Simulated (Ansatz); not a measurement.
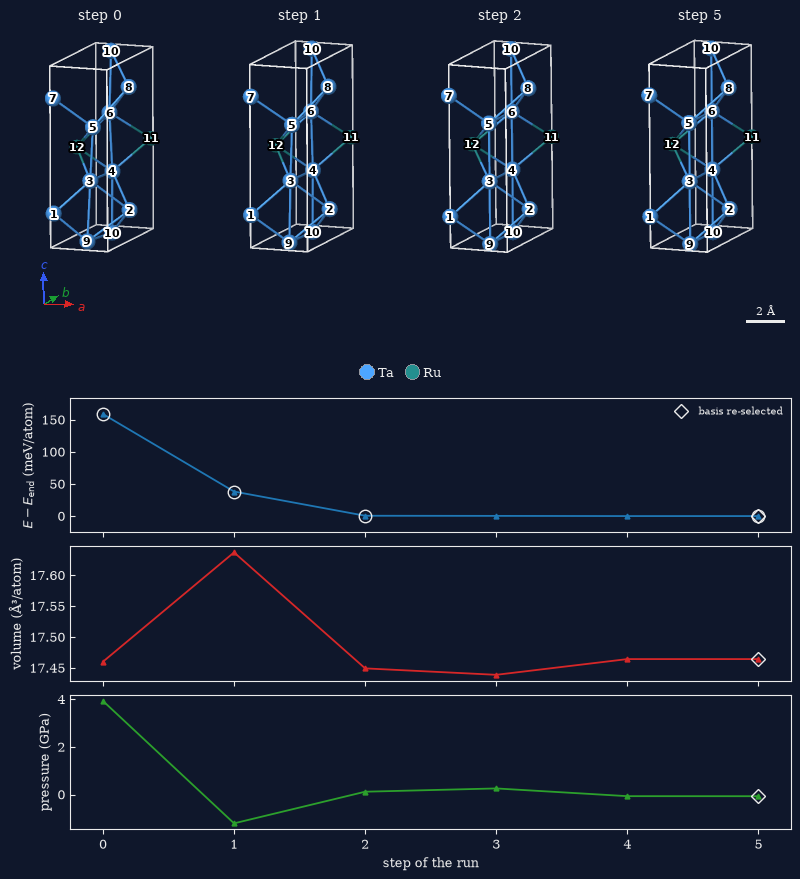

Frames of a relaxation of a crystal of Ta5Ru (a generated structure, set up in P1) (coarse preliminary run), marked on the history of the run. Style: ball-and-stick. Shown: the cell of the calculation, slightly off an axis.

Level of theory: DFT PBE, scalar-relativistic, plane waves, PAW (Ansatz).

The input:
```yaml
crystal:
  lattice:
    - [3.2598944279, 0.0079912609, 0.0216361394]
    - [0.0159825218, 6.5015770729, -0.0348471425]
    - [0.0665978733, -0.053631231, 9.8864276013]
  atoms:
    - { symbol: Ta, position: [0.0270911913, 0.036320846, 0.1844246651] }
    - { symbol: Ta, position: [-0.0143893478, 0.5005660049, 0.1645030303] }
    - { symbol: Ta, position: [0.4945896103, 0.2575140436, 0.3461831604] }
    - { symbol: Ta, position: [0.4903276323, 0.7461047457, 0.3362368164] }
    - { symbol: Ta, position: [0.5536890107, 0.2463449959, 0.6434856693] }
    - { symbol: Ta, position: [0.4543294957, 0.7316568937, 0.660286912] }
    - { symbol: Ta, position: [0.0443076275, 0.0083222903, 0.821398423] }
    - { symbol: Ta, position: [-0.0209154154, 0.5003647003, 0.842105747] }
    - { symbol: Ta, position: [0.4527913477, 0.2408950471, 0.0142332693] }
    - { symbol: Ta, position: [0.4715137867, 0.7523539333, -0.0022633961] }
    - { symbol: Ru, position: [-0.0226541554, -0.0183717486, 0.4972033838] }
    - { symbol: Ru, position: [0.0693192163, 0.4979282478, 0.4922023194] }
basis:
  ecutwfc: 420
kpoints:
  mp_grid: { grid: [6, 4, 2] }
hamiltonian:
  xc: pbe
scf:
  occupations: { method: gaussian, width: 0.2 }
  lower_state_search: "off"
output:
  forces: true
  stress: true
  eigenvalues: true
relax:
  adjacent_minimum: "off"
  f_tol: 0.025
  max_steps: 60
  cell: { stress_tol: 0.25 }
```

Run as
```bash
ansatz run input.yaml --threads 4 --pin off --max-ram 8192MiB --backend cpu --events-out ev --progress --plain --runs-dir out
```

Describe the path.

The atom that moves furthest relative to the cell is Ta1 (0.29 Å along [−2 −3 −1]). By element the largest moves are Ta 0.29 Å, Ru 0.24 Å. The drawn cell changes at constant volume: a 3.260 → 3.246 Å (−0.4 %), b 6.502 → 6.476 Å (−0.4 %), c 9.887 → 9.971 Å (+0.8 %), α 90.6° → 90.0°, β 89.2° → 90.0°, γ 89.7° → 90.0°. Near-neighbour distances that change, for instance: Ta1–Ta10 3.185 → 2.850 Å, Ta1–Ta9 2.555 → 2.849 Å, Ta5–Ta8 3.146 → 2.860 Å, Ta3–Ru12 2.515 → 2.786 Å. The space group (tolerance 0.01 Å) goes from P1 (No. 1) to P4/mmm (No. 123). The energy falls by 159 meV per atom in 4 accepted moves (5 points after the start). Largest force component: 3.6 eV/Å at the start, 0.016 eV/Å at the end. The pressure goes from 3.93 to −0.07 GPa. The SCF was repeated once at an unchanged geometry on a basis and grid sized afresh for the cell, which shifted the energy by less than 0.05 meV per atom at most. From step 0 to 1: Ta1 moves most (0.20 Å), volume +1.0 %, energy −121 meV per atom. From step 1 to 2: Ru12 moves most (0.16 Å), volume −1.1 %, energy −37.7 meV per atom. From step 2 to 5: energy −0.5 meV per atom.
